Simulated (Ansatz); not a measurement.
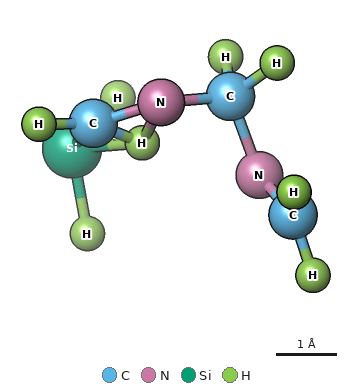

Starting structure of C3H8N2Si. Style: ball-and-stick. Shown from a free direction.

The run prepares an end point of a later path (hydrogen shift) calculation, from a guessed geometry.

Method: RKS revPBE-D4/6-31G in Ansatz 0.2.0.

Input
```yaml
crystal:
  periodic: [false, false, false]
  atoms:
    - { symbol: C, position_ang: [1.0627, -2.1474, -0.6227] }
    - { symbol: "N", position_ang: [1.1789, -0.9239, -0.1563] }
    - { symbol: C, position_ang: [0.3649, -0.6807, 1.0379] }
    - { symbol: "N", position_ang: [-0.9333, -0.4957, 0.71] }
    - { symbol: C, position_ang: [-1.3961, 0.5477, 0.0756] }
    - { symbol: Si, position_ang: [-0.4364, 2.0582, -0.5168] }
    - { symbol: H, position_ang: [1.5814, -2.4022, -1.5414] }
    - { symbol: H, position_ang: [0.3809, -2.8394, -0.1948] }
    - { symbol: H, position_ang: [0.4969, -1.5039, 1.7958] }
    - { symbol: H, position_ang: [0.7979, 0.1865, 1.6143] }
    - { symbol: H, position_ang: [-2.4832, 0.6328, -0.1143] }
    - { symbol: H, position_ang: [0.1424, 1.8429, -1.862] }
    - { symbol: H, position_ang: [-0.32246, 0.45549, -0.08838] }
    - { symbol: H, position_ang: [0.6261, 2.4536, 0.4367] }
basis:
  gaussian: { orbitals: "6-31G" }
hamiltonian:
  xc: revpbe
  dispersion: d4
relax:
  f_tol: 0.02
  max_steps: 50
```

Launched with:
```bash
ansatz run input.yaml --threads 1 --pin off --max-ram 2048MiB --backend cpu --events-out ev --progress --plain --runs-dir out
```

Question: What does the optimiser find from here?

Answer: The largest move after the best rigid fit is that of H12, 1.72 Å. Largest moves by element: H 1.72 Å, Si 1.38 Å, C 1.20 Å, N 0.83 Å. Among the contacts that change: C5–Si6 1.885 → 3.702 Å, Si6–H13 1.663 → 3.146 Å, N2–Si6 3.411 → 1.939 Å, N4–H13 1.384 → 2.129 Å. New bonds form: N2–Si6 (3.41 → 1.94 Å). Bonds break: C5–Si6 (1.89 → 3.70 Å), Si6–H13 (1.66 → 3.15 Å). Bond angles that change, for instance: N4–C5–H13 69.9° → 125.3°, H11–C5–H13 161.5° → 117.0°, H12–Si6–H14 110.1° → 99.8°. Groups turn about C3–N4 by about 65°. Over 44 accepted moves (47 points after the start) the energy falls by 571.3 kJ/mol. The largest force component goes from 6.4 to 0.015 eV/Å. The line search rejected the trial steps at points 9, 37, 43 of the run. The run took 3.4 min on 1 thread of Arm Neoverse V2, on a shared host, peak memory 0.25 GiB.

Step by step:

```json
{"step": "0", "E − E(0), kJ/mol": "0.00", "largest force component, eV/Å": "6.3953", "note": ""}
{"step": "1", "E − E(0), kJ/mol": "-179.73", "largest force component, eV/Å": "3.7562", "note": ""}
{"step": "2", "E − E(0), kJ/mol": "-293.11", "largest force component, eV/Å": "2.0446", "note": ""}
{"step": "3", "E − E(0), kJ/mol": "-344.08", "largest force component, eV/Å": "1.9372", "note": ""}
{"step": "4", "E − E(0), kJ/mol": "-370.02", "largest force component, eV/Å": "1.5479", "note": ""}
{"step": "5", "E − E(0), kJ/mol": "-395.82", "largest force component, eV/Å": "1.0407", "note": ""}
{"step": "6", "E − E(0), kJ/mol": "-407.10", "largest force component, eV/Å": "0.7699", "note": ""}
{"step": "7", "E − E(0), kJ/mol": "-413.52", "largest force component, eV/Å": "0.3510", "note": ""}
{"step": "8", "E − E(0), kJ/mol": "-417.33", "largest force component, eV/Å": "0.7621", "note": ""}
{"step": "9", "E − E(0), kJ/mol": "-416.15", "largest force component, eV/Å": "1.1084", "note": "rejected"}
{"step": "10", "E − E(0), kJ/mol": "-420.17", "largest force component, eV/Å": "0.2344", "note": ""}
{"step": "12", "E − E(0), kJ/mol": "-422.57", "largest force component, eV/Å": "0.3582", "note": ""}
{"step": "14", "E − E(0), kJ/mol": "-424.02", "largest force component, eV/Å": "0.2010", "note": ""}
{"step": "16", "E − E(0), kJ/mol": "-425.86", "largest force component, eV/Å": "0.4249", "note": ""}
{"step": "18", "E − E(0), kJ/mol": "-433.09", "largest force component, eV/Å": "0.4888", "note": ""}
{"step": "20", "E − E(0), kJ/mol": "-455.78", "largest force component, eV/Å": "0.6207", "note": ""}
{"step": "22", "E − E(0), kJ/mol": "-499.03", "largest force component, eV/Å": "0.5223", "note": ""}
{"step": "24", "E − E(0), kJ/mol": "-527.74", "largest force component, eV/Å": "0.4957", "note": ""}
{"step": "26", "E − E(0), kJ/mol": "-540.13", "largest force component, eV/Å": "0.2782", "note": ""}
{"step": "28", "E − E(0), kJ/mol": "-545.67", "largest force component, eV/Å": "0.2346", "note": ""}
{"step": "29", "E − E(0), kJ/mol": "-546.83", "largest force component, eV/Å": "0.2419", "note": ""}
{"step": "31", "E − E(0), kJ/mol": "-550.52", "largest force component, eV/Å": "0.7787", "note": ""}
{"step": "33", "E − E(0), kJ/mol": "-557.55", "largest force component, eV/Å": "0.2686", "note": ""}
{"step": "35", "E − E(0), kJ/mol": "-562.05", "largest force component, eV/Å": "0.6019", "note": ""}
{"step": "37", "E − E(0), kJ/mol": "-560.71", "largest force component, eV/Å": "1.1341", "note": "rejected"}
{"step": "39", "E − E(0), kJ/mol": "-568.50", "largest force component, eV/Å": "0.1287", "note": ""}
{"step": "41", "E − E(0), kJ/mol": "-570.52", "largest force component, eV/Å": "0.3125", "note": ""}
{"step": "43", "E − E(0), kJ/mol": "-569.86", "largest force component, eV/Å": "0.4429", "note": "rejected"}
{"step": "45", "E − E(0), kJ/mol": "-571.24", "largest force component, eV/Å": "0.0463", "note": ""}
{"step": "47", "E − E(0), kJ/mol": "-571.29", "largest force component, eV/Å": "0.0150", "note": ""}
```

The structure at the end:

```xyz
14

C     0.8453   -1.3213   -0.8359
N     0.7549   -0.2120   -0.1258
C     0.1894   -0.3232    1.2652
N    -1.2696   -0.4883    1.3792
C    -2.0369   -0.4260    0.3425
Si    0.8413    1.6070   -0.7924
H     1.2298   -1.2684   -1.8552
H     0.5195   -2.2830   -0.4256
H     0.6625   -1.1845    1.7655
H     0.4618    0.5965    1.8051
H    -3.1149   -0.5436    0.4991
H     1.7545    1.2528   -1.9984
H    -1.6974   -0.2477   -0.6926
H     1.9206    2.0256    0.2428
```

After the run, drawn alike:

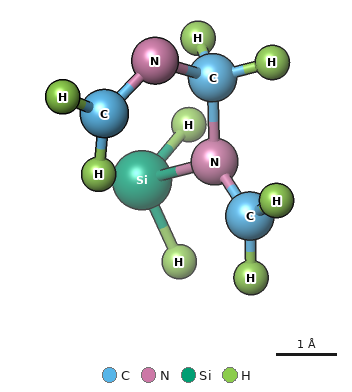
